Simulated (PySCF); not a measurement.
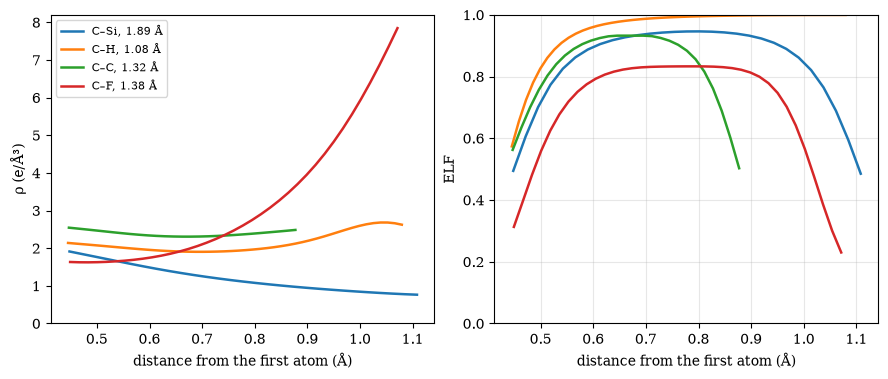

Figure. C8H13FSi. Total electron density and electron localisation function along straight lines between neighbouring atoms. The curves leave out the atomic cores.

Geometry: GFN2-xTB.

The calculation used PySCF, PBE0/pcSseg-1, SCF density, gas phase, non-relativistic.

Input

```
{"job": {"kind": "nmr", "xc": "PBE0", "basis": "pcSseg-1"}, "charge": 0, "multiplicity": 1}
C      3.726235     0.483319     0.032461
C      2.632184    -0.159971    -0.746243
C      1.360861    -0.161778    -0.376295
Si     0.324172     0.342977     1.116540
C     -0.798834    -0.853854     0.108623
C     -2.222345    -0.540055    -0.257688
C     -3.085236     0.257716     0.670621
C     -2.618214     0.859104    -0.619670
C      0.196034    -0.829918    -1.067569
F      0.484059    -2.081580    -1.577996
H      4.476709    -0.256368     0.310150
H      4.221890     1.242010    -0.572885
H      3.330674     0.946642     0.933544
H      2.931634    -0.652768    -1.665371
H     -0.058045     1.754336     1.165609
H      0.717837    -0.135480     2.440515
H     -0.764353    -1.853817     0.552349
H     -2.713093    -1.334645    -0.811719
H     -4.127415    -0.005626     0.768967
H     -2.636705     0.615660     1.585590
H     -1.863156     1.629605    -0.578829
H     -3.339908     1.003274    -1.409634
H     -0.179736    -0.241799    -1.913635
```

Run with:

```sh
OMP_NUM_THREADS=1 python probes_run.py task.json out
```

What kind of bonding do the profiles show?

C–Si (1.89 Å): the density is about 0.9 e/Å³ at the midpoint; the ELF peaks at about 0.95 between the atoms: a shared electron pair.
C–H (1.08 Å): ρ at the midpoint is about 2 e/Å³; the ELF climbs to about 1 towards the hydrogen, as it does in any bond to H: a covalent bond by its length.
C–C (1.32 Å): ρ at the midpoint is about 2.3 e/Å³; the ELF peaks at about 0.95 between the atoms: a short, multiple covalent bond.
C–F (1.38 Å): ρ at the midpoint is about 2.1 e/Å³, with its minimum of 1.6 e/Å³ about 0.5 Å from C; the ELF peaks at about 0.85 between the atoms; a polar covalent bond.
